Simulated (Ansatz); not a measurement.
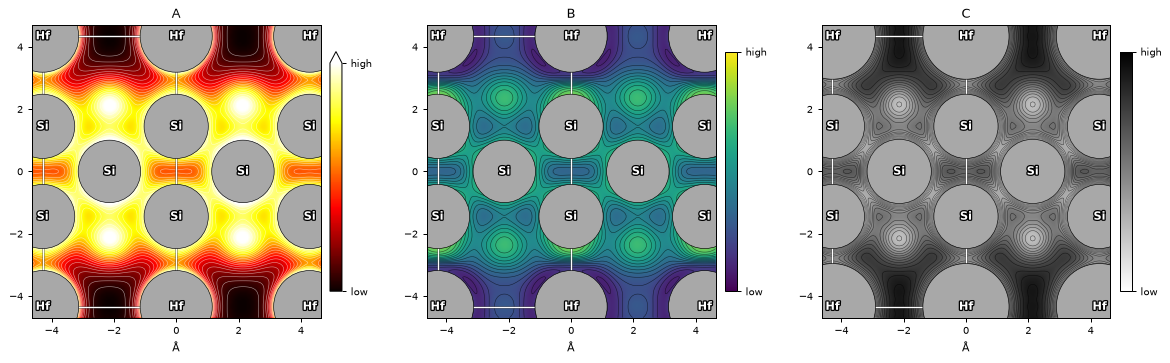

HfSi5: 3 fields on the (110) plane of the conventional cell, with unlabelled colour scales. Grey discs cover the atomic cores.

Space group P6/mmm; a structure generated by program, which may or may not match a known phase.

Method: Ansatz, DFT PBE, scalar-relativistic, plane waves, PAW.

Question: The panels show electron localisation function, electrostatic potential energy of an electron and valence pseudo-density in some order. Assign them.

Answer: Panel A: valence pseudo-density. Panel B: electron localisation function. Panel C: electrostatic potential energy of an electron (low next to the atoms, rising into the space between them). From the grid: Hf–Si (2.89 Å): ρ is about 0.26 e/Å³ halfway; the ELF peaks at about 0.80 in the valence shell of Si, 0.9 Å from its nucleus, and is about 0.40 at the midpoint. Si–Si (2.59 Å): ρ at the midpoint is about 0.34 e/Å³; the ELF peaks at about 0.65 between the atoms.
